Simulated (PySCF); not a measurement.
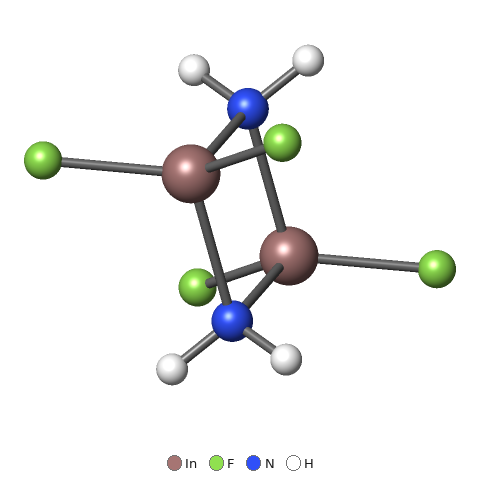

Structure of In₂N₂H₄F₄, singlet.

Vertical TDDFT excitations, CAM-B3LYP/def2-SVPD with PySCF, at a PBE0-D3(BJ)/def2-SVP geometry (no frequency check), gas phase.

Q: Predict the low-lying singlet excitations and the spectrum.

A: The lowest singlet lies at 6.20 eV (200 nm, f = 0.000); the brightest of the first 10 is S2 at 6.70 eV (185 nm), f = 0.392, mainly HOMO−1 → LUMO (84 %). No singlet lies below 3.1 eV (beyond 400 nm), so at this level no vertical transition falls in the visible.


| state | E (eV) | λ (nm) | f | main character |
| --- | --- | --- | --- | --- |
| S1 | 6.20 | 200 | 0.000 | HOMO → LUMO (92 %) |
| S2 | 6.70 | 185 | 0.392 | HOMO−1 → LUMO (84 %) |
| S3/S4 | 7.02 | 177 | 0.000 | HOMO−7/HOMO−6 → LUMO |
| S5/S6 | 7.04 | 176 | 0.000 | HOMO−2/HOMO−4 → LUMO |
| S7 | 7.06 | 176 | 0.047 | HOMO−3 → LUMO (39 %) |
| S8 | 7.20 | 172 | 0.150 | HOMO−5 → LUMO (61 %) |
| S9 | 7.47 | 166 | 0.047 | HOMO−8 → LUMO (63 %) |
| S10 | 7.62 | 163 | 0.000 | HOMO−9 → LUMO (60 %) |

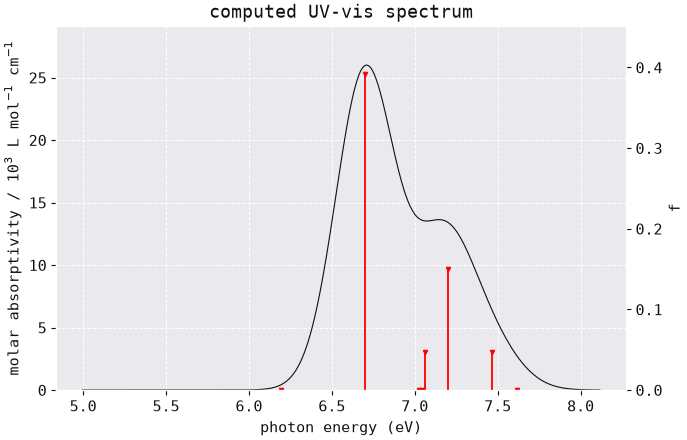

The lowest 10 singlet states are shown; each is broadened by a Gaussian of 1/e half-width 0.25 eV. Sticks give oscillator strengths (right axis). States within 0.01 eV of each other are merged, with their strengths summed. The highest state may be half of a pair whose partner wasn't computed.

Note: effective core potentials, which hold scalar relativity, on atoms heavier than Kr; spin-orbit coupling is left out, and with In it can shift these levels and split any degenerate set; core orbitals are frozen in the response.
